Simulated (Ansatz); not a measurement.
**A computed series for TiSi2: pressure series**

Base system: TiSi$_{2}$ (space group Cmcm, No. 63; a = 3.5461 Å, b = 13.5634 Å, c = 3.5798 Å).

Cell and atoms are relaxed at each pressure.

Level of theory: Kohn–Sham DFT with the PBE functional, run in Ansatz (a program for electronic structure) with PAW and 420 eV plane waves, no spin-orbit coupling.

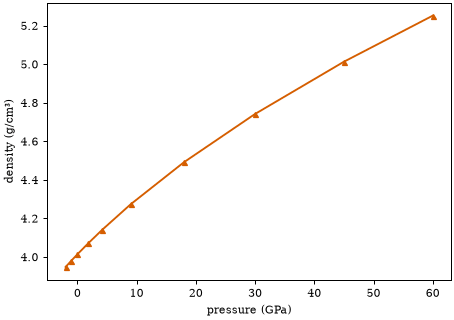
Fig. 1. Density against pressure

### Question
From the plot, what is the density for pressure 45 GPa?

### Answer
About 5.0 g/cm³.

### Question
Is the trend monotonic over the range shown?

### Answer
Yes, it rises throughout, spanning 3.95 g/cm³ to 5.25 g/cm³.

Load acts through the strain it causes; cell and atoms are relaxed under it. No phonon test of stability was made. Competing high-pressure phases were not computed. The final runs are not spin-polarised.
